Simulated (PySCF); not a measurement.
# C4H9Cl2Ga (GaCl2(tBu)): the cost of one run

Computed with PySCF 2.14.0 and routines of our own; the level stands in each step. Atoms count from 0.

## (1) The starting structure

16 atoms, charge 0, multiplicity 1; geometry from: GFN2-xTB.

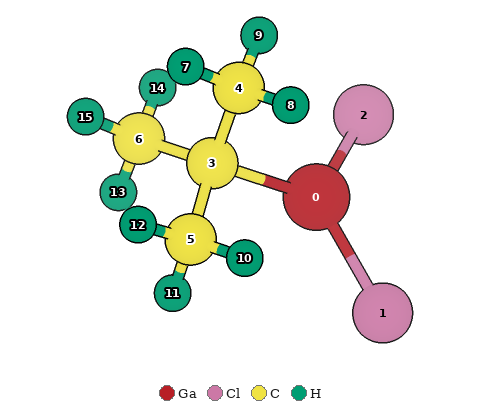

The starting geometry (gallium red, chlorine pink, carbon yellow, hydrogen teal); sticks join atoms by distance alone.

## (2) Magnetic properties: GIAO BP86/def2-SVP

What the job is given:

```
{"job": {"kind": "mag", "xc": "BP86", "basis": "def2-SVP"}, "charge": 0, "multiplicity": 1}
Ga     1.014350     1.725900     0.000980
Cl     3.127970     1.855930     0.064350
Cl     0.017210     3.597450    -0.026530
C     -0.055260    -0.109670    -0.004150
C     -0.843750    -0.201670     1.298570
C      0.964120    -1.235220    -0.113050
C     -1.007610    -0.099450    -1.194960
H     -1.448840    -1.109900     1.307530
H     -0.170900    -0.225740     2.157790
H     -1.512070     0.655420     1.403000
H      1.667190    -1.201300     0.721220
H      1.532750    -1.153250    -1.041120
H      0.460970    -2.203210    -0.100570
H     -0.452990    -0.061480    -2.134470
H     -1.670420     0.767000    -1.147300
H     -1.622710    -1.000800    -1.191290
```

Method: GIAO BP86/def2-SVP magnetisability, rotational g tensor and spin-rotation constants, non-relativistic, gas phase.

Started as:

```
$ OMP_NUM_THREADS=1 python excited_run.py task.json out
```

This one command runs all jobs of the session in turn.

**Question.** How long does this first job take on 1 thread of Intel Xeon Platinum 8259CL at 2.50GHz, shared host, and how much memory does it need?

About 67 s, with a peak of 0.68 GiB.
